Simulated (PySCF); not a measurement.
**NH3S (Thiohydroxylamine): QCISD(T)/STO-6G**

Aim: the energy change on altering one bond length of NH3S (Thiohydroxylamine) at QCISD(T)/STO-6G, from 2 runs. Input form: a Python script.

The results are computed with PySCF 2.14.0.

11 further runs of the same task are left out: 11 set aside as unsound or not needed.

## (1) Starting point

The species is NH3S (5 atoms), meant as a singlet with charge 0. As SMILES, `NS`. Geometry: relaxed at GFN2-xTB. This is one conformer, not always the lowest.

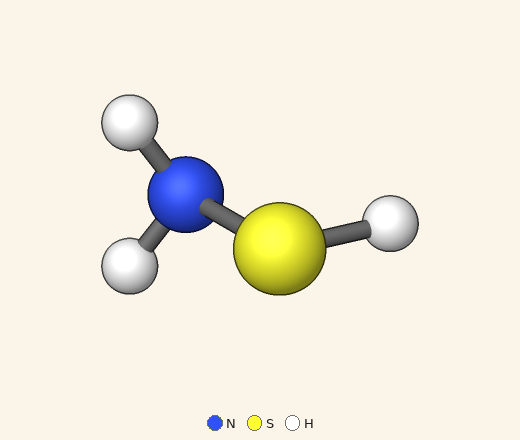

The structure, seen from a chosen angle (nitrogen blue, sulfur yellow, hydrogen white).

## (2) The energy at QCISD(T)/STO-6G

Contents of job.py:

```python
# Thiohydroxylamine
from pyscf import gto, scf, cc

mol = gto.M(
    atom='''
N       -0.162760      -0.507400      -0.231700
S        0.168270       0.954370       0.610330
H        0.015040      -1.300690       0.375430
H       -1.135990      -0.524720      -0.519210
H        1.115440       1.378440      -0.234860
''',
    verbose=3,
    max_memory=1860,
    basis='sto-6g',
)

mf = scf.RHF(mol)
mf.conv_tol = 1e-10
mf.kernel()
if not mf.converged:
    mf = mf.newton().run(mf.mo_coeff, mf.mo_occ)

mycc = cc.QCISD(mf, frozen=6)
mycc.kernel()
e_t = mycc.qcisd_t()
e_final = mycc.e_tot + e_t
print('E(%s) = %.9f' % ('QCISD(T)', e_final))
```

Started as:

```
$ OMP_NUM_THREADS=1 python job.py
```

Standard output:

```text
converged SCF energy = -452.146769824494
E(QCISD) = -452.243317285015  E_corr = -0.09654746052108075
QCISD(T) correction = -0.000457307736014553
E(QCISD(T)) = -452.243774593
```

Wall time 0.66 s (1 thread of Intel Xeon Platinum 8488C (Sapphire Rapids), shared host); peak memory 0.1 GiB.

## (3) The distorted shape at the same level

Contents of run.py:

```python
from pyscf import gto, scf, cc

system = gto.Mole()
system.atom = '''
N       -0.636346      -0.719435       0.190896
S       -0.305316       0.742335       1.032926
H       -0.458546      -1.512725       0.798026
H       -1.609576      -0.736755      -0.096614
H        1.115440       1.378440      -0.234860
'''
system.basis = 'sto-6g'
system.verbose = 4
system.max_memory = 1860
system.spin = 0
system.build()

mf = scf.RHF(system)
mf.conv_tol = 1e-10
mf.kernel()
if not mf.converged:
    mf = mf.newton().run(mf.mo_coeff, mf.mo_occ)

mycc = cc.QCISD(mf, frozen=6)
mycc.kernel()
e_t = mycc.qcisd_t()
energy = mycc.e_tot + e_t
print('E(%s) = %.9f' % ('QCISD(T)', energy))
```

Started as:

```
$ OMP_NUM_THREADS=1 python run.py
```

Standard output:

```text
PySCF version 2.14.0

[INPUT] num. atoms = 5
[INPUT] num. electrons = 26
[INPUT] charge = 0
[INPUT] spin (= nelec alpha-beta = 2S) = 0
[INPUT] symmetry False subgroup None
[INPUT] Mole.unit = angstrom
[INPUT] Symbol           X                Y                Z      unit          X                Y                Z       unit  Magmom
[INPUT]  1 N     -0.636346000000  -0.719435000000   0.190896000000 AA   -1.202519660462  -1.359535114426   0.360741158275 Bohr   0.0
[INPUT]  2 S     -0.305316000000   0.742335000000   1.032926000000 AA   -0.576963621448   1.402809842679   1.951947246942 Bohr   0.0
[INPUT]  3 H     -0.458546000000  -1.512725000000   0.798026000000 AA   -0.866526355515  -2.858635951783   1.508050580282 Bohr   0.0
[INPUT]  4 H     -1.609576000000  -0.736755000000  -0.096614000000 AA   -3.041657816673  -1.392265170904  -0.182573999799 Bohr   0.0
[INPUT]  5 H      1.115440000000   1.378440000000  -0.234860000000 AA    2.107876108385   2.604874079145  -0.443821077615 Bohr   0.0

nuclear repulsion = 55.411286905077
number of shells = 11
number of NR pGTOs = 102
number of NR cGTOs = 17
basis = sto-6g
ecp = {}

******** <class 'pyscf.scf.hf.RHF'> ********
method = RHF
initial guess = minao
damping factor = 0
level_shift factor = 0
DIIS = <class 'pyscf.scf.diis.CDIIS'>
diis_start_cycle = 1
diis_space = 8
diis_damp = 0
SCF conv_tol = 1e-10
SCF conv_tol_grad = None
SCF max_cycles = 50
direct_scf = True
direct_scf_tol = 1e-13
Set gradient conv threshold to 1e-05
Initial guess from minao.
init E= -451.714125467907
  HOMO = -0.206695829335075  LUMO = 0.0221757937545467  gap/eV = 6.22791
cycle= 1 E= -451.982872294112  delta_E= -0.269  |g|= 0.223  |ddm|= 2.76
  HOMO = -0.203256962144281  LUMO = 0.210649342120891  gap/eV = 11.26296
cycle= 2 E= -452.01033235057  delta_E= -0.0275  |g|= 0.0528  |ddm|= 0.531
  HOMO = -0.260226717217914  LUMO = 0.208938297595243  gap/eV = 12.76663
cycle= 3 E= -452.012365366491  delta_E= -0.00203  |g|= 0.0165  |ddm|= 0.142
  HOMO = -0.267040973193482  LUMO = 0.204198492435738  gap/eV = 12.82308
cycle= 4 E= -452.012600315074  delta_E= -0.000235  |g|= 0.00458  |ddm|= 0.0504
  HOMO = -0.267106584424186  LUMO = 0.203477790327643  gap/eV = 12.80525
cycle= 5 E= -452.012619245362  delta_E= -1.89e-05  |g|= 0.00144  |ddm|= 0.0149
  HOMO = -0.267191885699803  LUMO = 0.203758310548886  gap/eV = 12.81521
cycle= 6 E= -452.012621407136  delta_E= -2.16e-06  |g|= 0.000274  |ddm|= 0.00569
  HOMO = -0.267235322756498  LUMO = 0.203804225453767  gap/eV = 12.81764
cycle= 7 E= -452.01262148549  delta_E= -7.84e-08  |g|= 5.58e-05  |ddm|= 0.00108
  HOMO = -0.26723961850128  LUMO = 0.20378976487093  gap/eV = 12.81736
cycle= 8 E= -452.012621488432  delta_E= -2.94e-09  |g|= 1.13e-05  |ddm|= 0.000201
  HOMO = -0.267241394325838  LUMO = 0.203789157058721  gap/eV = 12.81739
cycle= 9 E= -452.012621488545  delta_E= -1.13e-10  |g|= 1.03e-06  |ddm|= 4.1e-05
  HOMO = -0.26724118656568  LUMO = 0.203788502987765  gap/eV = 12.81737
cycle= 10 E= -452.012621488547  delta_E= -1.42e-12  |g|= 2.97e-07  |ddm|= 3.25e-06
  HOMO = -0.267241170294364  LUMO = 0.203788475974743  gap/eV = 12.81737
Extra cycle  E= -452.012621488547  delta_E= -5.68e-14  |g|= 1.34e-07  |ddm|= 8.29e-07
converged SCF energy = -452.012621488547

******** <class 'pyscf.cc.qcisd.QCISD'> ********
QCISD nocc = 7, nmo = 11
frozen orbitals 6
max_cycle = 50
direct = 0
conv_tol = 1e-07
conv_tol_normt = 1e-05
diis_space = 6
diis_start_cycle = 0
diis_start_energy_diff = 1e+09
Init t2, MP2 energy = -452.11311854187  E_corr(MP2) -0.100497053323315
Init E_corr(QCISD) = -0.100497053323328
cycle = 1  E_corr(QCISD) = -0.129378415722069  dE = -0.0288813624  norm(t1,t2) = 0.0903008
cycle = 2  E_corr(QCISD) = -0.141023553642871  dE = -0.0116451379  norm(t1,t2) = 0.0432875
cycle = 3  E_corr(QCISD) = -0.148736910442231  dE = -0.0077133568  norm(t1,t2) = 0.0201002
cycle = 4  E_corr(QCISD) = -0.149714194095491  dE = -0.000977283653  norm(t1,t2) = 0.00522176
cycle = 5  E_corr(QCISD) = -0.149484251041096  dE = 0.000229943054  norm(t1,t2) = 0.00207137
cycle = 6  E_corr(QCISD) = -0.149594747692586  dE = -0.000110496651  norm(t1,t2) = 0.000519534
cycle = 7  E_corr(QCISD) = -0.149553225623746  dE = 4.15220688e-05  norm(t1,t2) = 0.000164717
cycle = 8  E_corr(QCISD) = -0.149560482695202  dE = -7.25707146e-06  norm(t1,t2) = 7.13196e-05
cycle = 9  E_corr(QCISD) = -0.149558072150931  dE = 2.41054427e-06  norm(t1,t2) = 2.12644e-05
cycle = 10  E_corr(QCISD) = -0.149558355618611  dE = -2.8346768e-07  norm(t1,t2) = 7.03482e-06
cycle = 11  E_corr(QCISD) = -0.149557997091843  dE = 3.58526768e-07  norm(t1,t2) = 2.92279e-06
cycle = 12  E_corr(QCISD) = -0.149558084945222  dE = -8.78533796e-08  norm(t1,t2) = 1.23296e-06
QCISD converged
E(QCISD) = -452.1621795734922  E_corr = -0.1495580849452224
QCISD(T) correction = -0.00166164688146018
E(QCISD(T)) = -452.163841220
```

Run time: 0.68 s. Hardware: 1 thread of Intel Xeon Platinum 8488C (Sapphire Rapids), shared host; peak memory 0.1 GiB.

## (4) Outcome

At QCISD(T)/STO-6G, 6 core orbitals frozen:

| quantity | value |
| --- | --- |
| first shape: total energy | -452.24377 Eh |
| first shape: dipole moment (Hartree–Fock density) | 0.79 D |
| first shape: HOMO energy (Hartree–Fock orbitals) | -7.48 eV |
| first shape: LUMO energy (Hartree–Fock orbitals) | 11.79 eV |
| first shape: HOMO–LUMO gap (Hartree–Fock orbitals) | 19.27 eV |
| first shape: correlation energy (6 core orbitals frozen) | -97.0 mEh |
| first shape: (T) correction | -0.46 mEh |
| first shape: T1 diagnostic | 0.007 |
| distorted shape: total energy | -452.16384 Eh |
| distorted shape: dipole moment (Hartree–Fock density) | 1.52 D |
| distorted shape: HOMO energy (Hartree–Fock orbitals) | -7.27 eV |
| distorted shape: LUMO energy (Hartree–Fock orbitals) | 5.55 eV |
| distorted shape: HOMO–LUMO gap (Hartree–Fock orbitals) | 12.82 eV |
| distorted shape: correlation energy (6 core orbitals frozen) | -151.2 mEh |
| distorted shape: (T) correction | -1.66 mEh |
| distorted shape: T1 diagnostic | 0.013 |
| energy change with the S2–H5 bond stretched from 1.338 to 2.008 Å | 2.175 eV |

In words: With the S2–H5 bond stretched from 1.338 to 2.008 Å the energy rises by 2.18 eV (50 kcal/mol). The first shape isn't relaxed at this level, so the change isn't measured from a minimum. The minimal basis adds a large error of its own. The triples (first shape) make up 0.5 % of the correlation energy. Mulliken charges (distorted shape) of the mean-field density run from -0.50 on N1 to +0.23 on S2. The triples (distorted shape) make up 1.1 % of the correlation energy.
